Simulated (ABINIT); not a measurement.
# SiPbS3 (Pm-3m): zone-centre phonons

Aim: the zone-centre modes of SiPbS3 (Pm-3m).

Method: DFT LDA, scalar-relativistic, plane waves, HGH norm-conserving pseudopotentials, in ABINIT 10.8.3.

The structure was built from a prototype and need not be the compound's stable phase.

## Step 1: Starting point

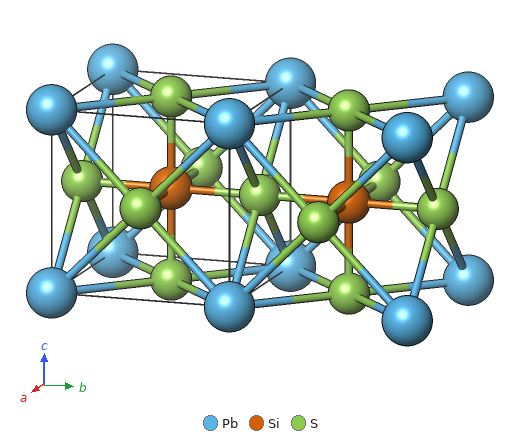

The starting structure, seen slightly off an axis (lead blue, silicon orange, sulfur green). 1×2×1 cells are drawn. Some periodic images of atoms are drawn too.

## Step 2: A probe with smearing

A first run with smearing and empty bands tells whether the crystal has a gap, which decides between fixed occupations and smearing later on.

File probe.abi:

```
# ground state
tolvrs 1.0d-08
prtden 1
prtwf 1

# basis, mesh and filling
ecut 24.0
ixc 7
ngkpt 4 4 4
nshiftk 1
shiftk 0.0 0.0 0.0
istwfk *1
occopt 7
tsmear 0.005
nband 20
nstep 100
diemac 9.0
prtebands 0
prtgsr 0

# cell and atoms
acell 3*1.0 Angstrom
rprim 
    4.3904 0.0 0.0
    0.0 4.3904 0.0
    0.0 0.0 4.3904
ntypat 3
znucl 82 14 16
natom 5
typat 1 2 3 3 3
xred 
    0.0 0.0 0.0
    0.5 0.5 0.5
    0.5 0.5 0.0
    0.5 0.0 0.5
    0.0 0.5 0.5
pp_dirpath "./pseudo"
pseudos "Pb.hgh, Si.hgh, S.hgh"
```

On the command line:

```console
OMP_NUM_THREADS=1 mpirun -n 4 abinit probe.abi > probe.log
```

Numbers of over 12 decimals in the logs are rounded to 6 here.

probe.abo, the main output file:

```text
[banners, grids, parts of the stress and lines that vanish by symmetry left out]
- input  file    -> probe.abi
- output file    -> probe.abo
- root for input  files -> probei
[...]
Symmetries : space group Pm -3 m (#221); Bravais cP (primitive cubic)
[...]
mpw =        3221          nfft =       64000          nkpt =          10
[...]
== DATASET  1 ==================================================================
[...]
cutoff_energies: {ecut:  24.0, pawecutdg:  -1.0, }
[...]
Exchange-correlation functional for the present dataset will be:
  LDA: Perdew-Wang 92 LSD fit to Ceperley-Alder data - ixc=7
[...]
ETOT  1  -38.186526584710    -3.819E+01 2.154E-02 6.728E+02
 ETOT  2  -38.347384607808    -1.609E-01 2.389E-03 8.714E+01
 ETOT  3  -38.378941208319    -3.156E-02 6.201E-04 6.240E-01
 ETOT  4  -38.379095052600    -1.538E-04 2.845E-04 5.805E-03
 ETOT  5  -38.379095937778    -8.852E-07 1.849E-04 1.214E-03
 ETOT  6  -38.379096120532    -1.828E-07 2.840E-04 5.568E-06
 ETOT  7  -38.379096121264    -7.316E-10 1.172E-04 8.862E-08
 ETOT  8  -38.379096121277    -1.274E-11 2.693E-04 3.411E-10
 At SCF step    8       vres2   =  3.41E-10 < tolvrs=  1.00E-08 =>converged.
[...]
sigma(1 1)= -2.84002371E-04  sigma(3 2)=  0.00000000E+00
  sigma(2 2)= -2.84002371E-04  sigma(3 1)=  0.00000000E+00
  sigma(3 3)= -2.84002371E-04  sigma(2 1)=  0.00000000E+00
[...]
convergence: {deltae: -1.274E-11, res2:  3.411E-10, residm:  2.693E-04, diffor: null, }
etotal    :  -3.83790961E+01
[...]
sigma(1 1)= -2.84002371E-04  sigma(3 2)=  0.00000000E+00
  sigma(2 2)= -2.84002371E-04  sigma(3 1)=  0.00000000E+00
  sigma(3 3)= -2.84002371E-04  sigma(2 1)=  0.00000000E+00
[...]
- sigma(1 1)= -8.35563825E+00  sigma(3 2)=  0.00000000E+00
- sigma(2 2)= -8.35563825E+00  sigma(3 1)=  0.00000000E+00
- sigma(3 3)= -8.35563825E+00  sigma(2 1)=  0.00000000E+00
[...]
fcart     -0.0000000000E+00 -0.0000000000E+00 -0.0000000000E+00
           strten     -2.8400237147E-04 -2.8400237147E-04 -2.8400237147E-04
================================================================================

[key lines of the parts left out:]
pressure_GPa:   8.3556E+00
```

The job ended after 9.9 s (4 MPI ranks of Arm Neoverse N1, shared host; 39 s of CPU time).

Read from the output:

```
volume per atom   : 16.93 Å³
pressure          : 8.356 GPa
gap on the k-mesh : 0 eV
```

No gap opens on this mesh, so smearing is kept; the printed pressure holds the stress of the finite basis too.

## Step 3: Rough relaxation

The typed start is rough, so a first relaxation with smearing and loose thresholds takes it towards rest cheaply.

File prerelax.abi:

```
# relaxation
ionmov 2
optcell 2
dilatmx 1.15
chkdilatmx 0
ntime 40
tolmxf 3.0d-04
tolvrs 1.0d-10
prtwf 0
prtden 0
chksymtnons 0

# basis, mesh and filling
ecut 25.0
ecutsm 3.0
ixc 7
ngkpt 4 4 4
nshiftk 1
shiftk 0.0 0.0 0.0
istwfk *1
occopt 7
tsmear 0.005
nband 20
nstep 100
diemac 1000000.0
prtebands 0
prtgsr 0

# cell and atoms
acell 3*1.0 Angstrom
rprim 
    4.3904 0.0 0.0
    0.0 4.3904 0.0
    0.0 0.0 4.3904
ntypat 3
znucl 82 14 16
natom 5
typat 1 2 3 3 3
xred 
    0.0 0.0 0.0
    0.5 0.5 0.5
    0.5 0.5 0.0
    0.5 0.0 0.5
    0.0 0.5 0.5
pp_dirpath "./pseudo"
pseudos "Pb.hgh, Si.hgh, S.hgh"
```

On the command line:

```console
OMP_NUM_THREADS=1 mpirun -n 4 abinit prerelax.abi > prerelax.log
```

prerelax.abo, the main output file:

```text
[banners, grids, parts of the stress and lines that vanish by symmetry left out]
- input  file    -> prerelax.abi
- output file    -> prerelax.abo
- root for input  files -> prerelaxi
[...]
Symmetries : space group Pm -3 m (#221); Bravais cP (primitive cubic)
[...]
mpw =        5232          nfft =       91125          nkpt =          10
[...]
== DATASET  1 ==================================================================
[...]
cutoff_energies: {ecut:  25.0, pawecutdg:  -1.0, }
[...]
Exchange-correlation functional for the present dataset will be:
  LDA: Perdew-Wang 92 LSD fit to Ceperley-Alder data - ixc=7
[...]
ETOT  1  -38.183223824284    -3.818E+01 2.089E-02 9.642E+02
 ETOT  2  -38.355940088798    -1.727E-01 1.088E-02 9.306E+01
 ETOT  3  -38.378409801423    -2.247E-02 7.594E-04 2.003E+00
 ETOT  4  -38.378635452163    -2.257E-04 2.445E-04 2.746E-02
[...]
ETOT  7  -38.386150393226     4.334E-13 7.378E-12 2.762E-11
 At SCF step    7       vres2   =  2.76E-11 < tolvrs=  1.00E-10 =>converged.
[...]
sigma(1 1)= -1.96370087E-06  sigma(3 2)=  0.00000000E+00
  sigma(2 2)= -1.96370087E-06  sigma(3 1)=  0.00000000E+00
  sigma(3 3)= -1.96370087E-06  sigma(2 1)=  0.00000000E+00
[...]
convergence: {deltae:  4.334E-13, res2:  2.762E-11, residm:  7.378E-12, diffor: null, }
etotal    :  -3.83861504E+01
[...]
At Broyd/MD step   4, gradients are converged :
[...]
sigma(1 1)= -1.96370087E-06  sigma(3 2)=  0.00000000E+00
  sigma(2 2)= -1.96370087E-06  sigma(3 1)=  0.00000000E+00
  sigma(3 3)= -1.96370087E-06  sigma(2 1)=  0.00000000E+00
[...]
- sigma(1 1)= -5.77740741E-02  sigma(3 2)=  0.00000000E+00
- sigma(2 2)= -5.77740741E-02  sigma(3 1)=  0.00000000E+00
- sigma(3 3)= -5.77740741E-02  sigma(2 1)=  0.00000000E+00
[...]
fcart     -0.0000000000E+00 -0.0000000000E+00 -0.0000000000E+00
           strten     -1.9637008657E-06 -1.9637008657E-06 -1.9637008657E-06
================================================================================

[key lines of the parts left out:]
pressure_GPa:   5.7774E-02
Total energy (etotal) [Ha]= -3.83861503932257E+01
```

Wall time 61 s (4 MPI ranks).

The steps of the relaxation:

```csv
step,energy less that of the first step (eV),largest force (eV/Å),volume (Å³)
1,0.0000,0.0000,84.63
2,-0.1125,0.0000,87.03
3,-0.2032,0.0000,91.72
4,-0.2044,0.0000,92.30
```

```csv
"conventional cell, symmetrised",before,after,change
a (Å),4.390,4.519,+2.9 %
b (Å),4.390,4.519,+2.9 %
c (Å),4.390,4.519,+2.9 %
volume (Å³/atom),16.93,18.46,+9.1 %
```

The relaxed structure:

```xyz
5
Lattice="4.5193 0.0000 0.0000 0.0000 4.5193 0.0000 0.0000 0.0000 4.5193" Properties=species:S:1:pos:R:3 pbc="T T T"
Pb    0.0000    0.0000    0.0000
Si    2.2597    2.2597    2.2597
S     2.2597    2.2597    0.0000
S     2.2597    0.0000    2.2597
S     0.0000    2.2597    2.2597
```

Read from the output:

- volume per atom: 18.46 Å³
- pressure: 0.05777 GPa

The volume changes by +9.1 % in this run and stands +9.1 % from the first cell.

## Step 4: Relaxing the cell and atoms

The harmonic expansion needs vanishing forces, and a free crystal bears no stress, so cell and atoms are brought to rest. Stress is more sensitive to the basis than forces are: the last 3 Ha under the cutoff are smoothed with ecutsm, and the cutoff is raised above that of the later runs.

File relax.abi:

```
# relaxation
ionmov 2
optcell 2
dilatmx 1.08
ntime 40
tolmxf 1.0d-05
tolvrs 1.0d-14
prtwf 0
prtden 0
chksymtnons 0

# basis, mesh and filling
ecut 31.0
ecutsm 3.0
ixc 7
ngkpt 6 6 6
nshiftk 1
shiftk 0.0 0.0 0.0
istwfk *1
occopt 7
tsmear 0.01
nband 20
nstep 100
diemac 1000000.0
prtebands 0
prtgsr 0

# cell and atoms
acell 3*1.0 Angstrom
rprim 
    4.519304601 0.0 0.0
    0.0 4.519304601 0.0
    0.0 0.0 4.519304601
ntypat 3
znucl 82 14 16
natom 5
typat 1 2 3 3 3
xred 
    0.0 0.0 0.0
    0.5 0.5 0.5
    0.5 0.5 0.0
    0.5 0.0 0.5
    0.0 0.5 0.5
pp_dirpath "./pseudo"
pseudos "Pb.hgh, Si.hgh, S.hgh"
```

On the command line:

```console
OMP_NUM_THREADS=1 mpirun -n 4 abinit relax.abi > relax.log
```

relax.abo, the main output file:

```text
[banners, grids, parts of the stress and lines that vanish by symmetry left out]
- input  file    -> relax.abi
- output file    -> relax.abo
- root for input  files -> relaxi
[...]
Symmetries : space group Pm -3 m (#221); Bravais cP (primitive cubic)
[...]
mpw =        6499          nfft =      110592          nkpt =          20
[...]
== DATASET  1 ==================================================================
[...]
cutoff_energies: {ecut:  31.0, pawecutdg:  -1.0, }
[...]
Exchange-correlation functional for the present dataset will be:
  LDA: Perdew-Wang 92 LSD fit to Ceperley-Alder data - ixc=7
[...]
ETOT  1  -38.176504845685    -3.818E+01 3.614E-02 1.156E+03
 ETOT  2  -38.339135261089    -1.626E-01 1.393E-02 2.092E+02
 ETOT  3  -38.384120128560    -4.498E-02 2.677E-03 1.351E+01
 ETOT  4  -38.386557949220    -2.438E-03 3.075E-04 1.225E-01
 ETOT  5  -38.386585526279    -2.758E-05 1.404E-04 9.442E-03
[...]
At SCF step   11       vres2   =  3.27E-15 < tolvrs=  1.00E-14 =>converged.
[...]
sigma(1 1)= -3.80135549E-05  sigma(3 2)=  0.00000000E+00
  sigma(2 2)= -3.80135549E-05  sigma(3 1)=  0.00000000E+00
  sigma(3 3)= -3.80135549E-05  sigma(2 1)=  0.00000000E+00
[...]
convergence: {deltae:  7.319E-13, res2:  3.267E-15, residm:  6.721E-06, diffor: null, }
etotal    :  -3.83865869E+01
[...]
ETOT  1  -38.386568751876    -3.839E+01 4.055E-05 8.861E-01
[...]
At SCF step    9       vres2   =  1.03E-15 < tolvrs=  1.00E-14 =>converged.
[...]
sigma(1 1)= -2.80050396E-05  sigma(3 2)=  0.00000000E+00
  sigma(2 2)= -2.80050396E-05  sigma(3 1)=  0.00000000E+00
  sigma(3 3)= -2.80050396E-05  sigma(2 1)=  0.00000000E+00
[...]
convergence: {deltae: -8.171E-13, res2:  1.034E-15, residm:  1.264E-07, diffor: null, }
etotal    :  -3.83866573E+01
[...]
ETOT  1  -38.386006328911    -3.839E+01 5.944E-06 7.262E+00
[...]
At SCF step   10       vres2   =  2.00E-16 < tolvrs=  1.00E-14 =>converged.
[...]
sigma(1 1)= -3.83547073E-07  sigma(3 2)=  0.00000000E+00
  sigma(2 2)= -3.83547073E-07  sigma(3 1)=  0.00000000E+00
  sigma(3 3)= -3.83547073E-07  sigma(2 1)=  0.00000000E+00
[...]
convergence: {deltae:  1.116E-12, res2:  1.998E-16, residm:  6.094E-11, diffor: null, }
etotal    :  -3.83867428E+01
[...]
ETOT  1  -38.386742713685    -3.839E+01 3.814E-08 1.376E-03
[...]
ETOT  7  -38.386742851705    -1.286E-12 6.569E-13 4.492E-14
 ETOT  8  -38.386742851705    -5.826E-13 8.036E-14 3.303E-16
 At SCF step    8       vres2   =  3.30E-16 < tolvrs=  1.00E-14 =>converged.
[...]
sigma(1 1)= -3.96562536E-09  sigma(3 2)=  0.00000000E+00
  sigma(2 2)= -3.96562536E-09  sigma(3 1)=  0.00000000E+00
  sigma(3 3)= -3.96562536E-09  sigma(2 1)=  0.00000000E+00
[...]
convergence: {deltae: -5.826E-13, res2:  3.303E-16, residm:  8.036E-14, diffor: null, }
etotal    :  -3.83867429E+01
[...]
At Broyd/MD step   4, gradients are converged :
[...]
sigma(1 1)= -3.96562536E-09  sigma(3 2)=  0.00000000E+00
  sigma(2 2)= -3.96562536E-09  sigma(3 1)=  0.00000000E+00
  sigma(3 3)= -3.96562536E-09  sigma(2 1)=  0.00000000E+00
[...]
- sigma(1 1)= -1.16672726E-04  sigma(3 2)=  0.00000000E+00
- sigma(2 2)= -1.16672726E-04  sigma(3 1)=  0.00000000E+00
- sigma(3 3)= -1.16672726E-04  sigma(2 1)=  0.00000000E+00
[...]
fcart     -0.0000000000E+00 -0.0000000000E+00 -0.0000000000E+00
           strten     -3.9656253609E-09 -3.9656253609E-09 -3.9656253607E-09
================================================================================

[key lines of the parts left out:]
pressure_GPa:   1.1667E-04
Total energy (etotal) [Ha]= -3.83867428517054E+01
```

Run time: 2 min. Hardware: 4 MPI ranks.

The steps of the relaxation:

```csv
step,energy less that of the first step (eV),largest force (eV/Å),volume (Å³)
1,0.0000,0.0000,92.30
2,-0.0019,0.0000,92.62
3,-0.0042,0.0000,93.52
4,-0.0042,0.0000,93.53
```

```csv
"conventional cell, symmetrised",before,after,change
a (Å),4.519,4.539,+0.4 %
b (Å),4.519,4.539,+0.4 %
c (Å),4.519,4.539,+0.4 %
volume (Å³/atom),18.46,18.71,+1.3 %
```

The relaxed structure:

```xyz
5
Lattice="4.5393 0.0000 0.0000 0.0000 4.5393 0.0000 0.0000 0.0000 4.5393" Properties=species:S:1:pos:R:3 pbc="T T T"
Pb    0.0000    0.0000    0.0000
Si    2.2696    2.2696    2.2696
S     2.2696    2.2696    0.0000
S     2.2696    0.0000    2.2696
S     0.0000    2.2696    2.2696
```

Read from the output:

* volume per atom: 18.71 Å³
* pressure: 1.17e-4 GPa

The volume changes by +1.3 % in this run and stands +10.5 % from the first cell.

## Step 5: Ground state

The response is built on these wavefunctions, so the potential is converged far more tightly than an energy would need. Smearing stays on, as the first look found no gap above 0.3 eV.

File gs.abi:

```
# ground state
tolvrs 1.0d-16
prtden 1
prtwf 1

# basis, mesh and filling
ecut 24.0
ixc 7
ngkpt 6 6 6
nshiftk 1
shiftk 0.0 0.0 0.0
istwfk *1
occopt 7
tsmear 0.01
nband 20
nstep 100
diemac 1000000.0
prtebands 0
prtgsr 0

# cell and atoms
acell 3*1.0 Angstrom
rprim 
    4.53927383 0.0 0.0
    0.0 4.53927383 0.0
    0.0 0.0 4.53927383
ntypat 3
znucl 82 14 16
natom 5
typat 1 2 3 3 3
xred 
    0.0 0.0 0.0
    0.5 0.5 0.5
    0.5 0.5 0.0
    0.5 0.0 0.5
    0.0 0.5 0.5
pp_dirpath "./pseudo"
pseudos "Pb.hgh, Si.hgh, S.hgh"
```

On the command line:

```console
OMP_NUM_THREADS=1 mpirun -n 4 abinit gs.abi > gs.log
```

gs.abo, the main output file:

```text
[banners, grids, parts of the stress and lines that vanish by symmetry left out]
- input  file    -> gs.abi
- output file    -> gs.abo
- root for input  files -> gsi
[...]
Symmetries : space group Pm -3 m (#221); Bravais cP (primitive cubic)
[...]
mpw =        3596          nfft =       64000          nkpt =          20
[...]
== DATASET  1 ==================================================================
[...]
cutoff_energies: {ecut:  24.0, pawecutdg:  -1.0, }
[...]
Exchange-correlation functional for the present dataset will be:
  LDA: Perdew-Wang 92 LSD fit to Ceperley-Alder data - ixc=7
[...]
ETOT  1  -38.177871781791    -3.818E+01 2.401E-02 6.672E+02
 ETOT  2  -38.334665293467    -1.568E-01 4.122E-03 1.244E+02
 ETOT  3  -38.381138412171    -4.647E-02 7.461E-04 7.997E+00
 ETOT  4  -38.383642016839    -2.504E-03 2.766E-04 8.061E-02
 ETOT  5  -38.383673569969    -3.155E-05 3.988E-05 6.044E-03
[...]
ETOT 11  -38.383675075440    -1.492E-12 5.884E-06 2.622E-15
 ETOT 12  -38.383675075438     1.705E-12 5.083E-06 4.308E-17
 At SCF step   12       vres2   =  4.31E-17 < tolvrs=  1.00E-16 =>converged.
[...]
sigma(1 1)=  2.13892502E-05  sigma(3 2)=  0.00000000E+00
  sigma(2 2)=  2.13892502E-05  sigma(3 1)=  0.00000000E+00
  sigma(3 3)=  2.13892502E-05  sigma(2 1)=  0.00000000E+00
[...]
convergence: {deltae:  1.705E-12, res2:  4.308E-17, residm:  5.083E-06, diffor: null, }
etotal    :  -3.83836751E+01
[...]
sigma(1 1)=  2.13892502E-05  sigma(3 2)=  0.00000000E+00
  sigma(2 2)=  2.13892502E-05  sigma(3 1)=  0.00000000E+00
  sigma(3 3)=  2.13892502E-05  sigma(2 1)=  0.00000000E+00
[...]
- sigma(1 1)=  6.29293467E-01  sigma(3 2)=  0.00000000E+00
- sigma(2 2)=  6.29293467E-01  sigma(3 1)=  0.00000000E+00
- sigma(3 3)=  6.29293467E-01  sigma(2 1)=  0.00000000E+00
[...]
fcart     -0.0000000000E+00 -0.0000000000E+00 -0.0000000000E+00
           strten      2.1389250202E-05  2.1389250202E-05  2.1389250202E-05
================================================================================

[key lines of the parts left out:]
pressure_GPa:  -6.2929E-01
```

Elapsed: 23 s, on 4 MPI ranks.

Numbers from this step:

- pressure: -0.6293 GPa

The cell stands at -0.63 GPa: the relaxation ran with a smoothed and higher cutoff, and the difference is a stress of the finite basis.

(Continued in part 2 of 3.)

[Host names and launcher messages were left out of these logs when they were recorded.]

[Logs are printed without paths, hosts, clocks, repeated set-up lines and the standing remarks that a program may print on its own settings, such as how far it seeks lower states.]

[Hosts, paths, dates, database ids (printed as entryN), source tags and the programs' standing remarks are cut or masked in the printed files.]
